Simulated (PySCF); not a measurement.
# C3H4N2S: the cost of one run

Programs: PySCF 2.14.0, with density-fitted response routines of our own. Each step states its level of theory. These are calculated values for one molecule in the gas phase, unless marked as measured. Atoms are numbered from 0 throughout.

### Step 1. The molecule as given

10 atoms, charge 0, multiplicity 1; geometry from: GFN2-xTB.

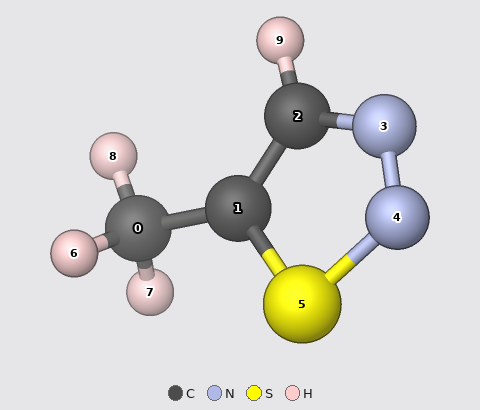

The starting geometry (carbon dark grey, nitrogen light blue, sulfur yellow, hydrogen pink), atoms numbered; sticks join atoms by distance.

### Step 2. Excited states and response: B3LYP/def2-SVPD

Job settings and geometry (Å):

```
{"job": {"kind": "uv", "xc": "B3LYP", "basis": "def2-SVPD", "nstates": 8, "ntriplets": 3}, "charge": 0, "multiplicity": 1}
C     -1.478993    -0.096515     0.031870
C     -0.000250    -0.170989     0.075241
C      0.932976     0.751873    -0.336119
N      2.197909     0.353114    -0.147251
N      2.325633    -0.781498     0.367316
S      0.871130    -1.521501     0.692064
H     -1.895677    -0.181884     1.035071
H     -1.885036    -0.911099    -0.567155
H     -1.791931     0.850841    -0.401161
H      0.733121     1.712312    -0.772403
```

With the program's defaults for keys left out, this is: TDDFT B3LYP/def2-SVPD, vertical, gas phase, core orbitals frozen in the response.

Started as:

```console
$ OMP_NUM_THREADS=1 python probes_run.py task.json out
```

The driver reads the jobs from task.json and runs them one after another.

**Question.** How long does this first job take on 1 thread of Arm Neoverse V1, shared host, and how much memory does it need?

About 21 s, with a peak of 0.67 GiB.
